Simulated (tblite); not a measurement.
C₅H₈N₂OSi: frequency calculation

C₅H₈N₂OSi, computed with GFN2-xTB harmonic vibrations, gas phase (tblite 0.8.0).

It belongs to a series of runs on one base structure; here: CH2 inserted into a C-C bond.

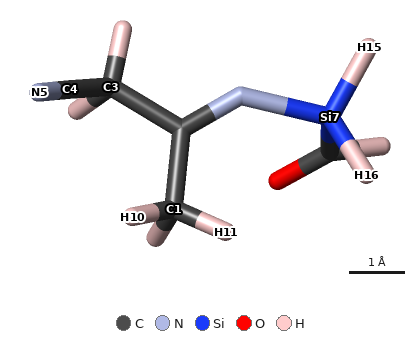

The structure (stick view, seen at a tilt; atoms are numbered from 1 in the order of the input).

**Results in brief**

```tsv
quantity	value
outcome	converged
total energy	−717.1101 eV
zero-point energy	73.7400 kcal/mol
hardware	1 CPU thread, shared host
wall time	0.79 s
peak memory	0.18 GiB
```

**Input file**
```
{"job": {"kind": "ir", "xc": "GFN2-xTB", "basis": "xTB"}, "charge": 0, "multiplicity": 1}
C     -0.112367    -0.519404     1.531059
C     -0.609878    -0.082126     0.192818
C     -1.920427    -0.705621    -0.251637
C     -2.975680    -0.408368     0.680829
N     -3.800989    -0.163965     1.432847
N     -0.049810     0.723254    -0.589651
Si     1.472595     1.475405    -0.735020
C      2.593921     0.046558    -1.369539
O      2.390231    -1.116153    -1.129703
H     -0.925501    -0.566165     2.253182
H      0.664754     0.151301     1.886670
H      0.314398    -1.517824     1.432436
H     -2.191910    -0.323636    -1.238431
H     -1.799428    -1.791916    -0.304960
H      1.298420     2.470359    -1.785756
H      2.162885     2.017056     0.441648
H      3.481789     0.323277    -1.977681
```

The first line tells a small driver script what to run in tblite; the rest is the geometry in Å.

Launched with:
```bash
OMP_NUM_THREADS=1 python <driver script> task.json out
```

**Log**
```
mode    cm-1     km/mol
  1      24.4      5.67
  2      28.7      5.01
  3      47.7      8.34
  4      76.6      0.19
  5      80.0      4.65
  6     126.2      2.86
  7     166.5      5.33
  8     230.0      5.15
  9     321.0      4.07
 10     376.8      8.16
 11     386.2     31.44
 12     416.7      1.13
 13     464.5     29.65
 14     466.7     19.54
 15     537.0     40.54
 16     596.9     29.74
 17     625.3     58.42
 18     712.5     91.51
 19     759.6     46.69
 20     779.3     92.33
 21     792.7    270.74
 22     868.2      1.93
 23     917.1     29.33
 24     990.4     14.40
 25    1004.5      7.84
 26    1044.4     10.88
 27    1112.9      5.78
 28    1193.1    115.05
 29    1245.3     38.58
 30    1363.0     76.52
 31    1374.6     39.52
 32    1393.5     15.29
 33    1450.5     14.55
 34    1455.8      5.81
 35    1746.9    147.21
 36    1753.5    424.66
 37    2209.8    304.57
 38    2315.1    253.56
 39    2408.9    271.41
 40    2691.1    253.60
 41    2951.6      1.92
 42    2986.3      2.58
 43    3005.1      2.68
 44    3027.8      6.38
 45    3057.0     16.73
```

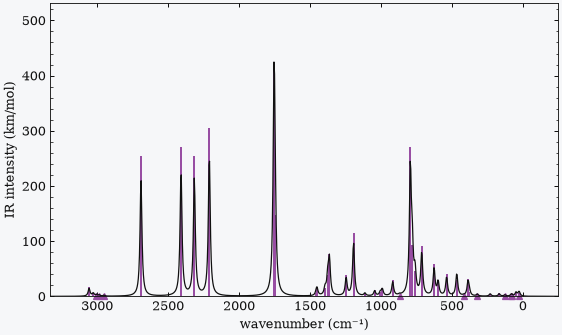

Harmonic infrared spectrum, unscaled: sticks (degenerate modes added up, dark ones marked on the axis) with a Lorentzian envelope of 16 cm⁻¹ full width, scaled to the tallest stick. 45 modes from 24 to 3057 cm⁻¹, none imaginary. The strongest line is at 1754 cm⁻¹ (425 km/mol).
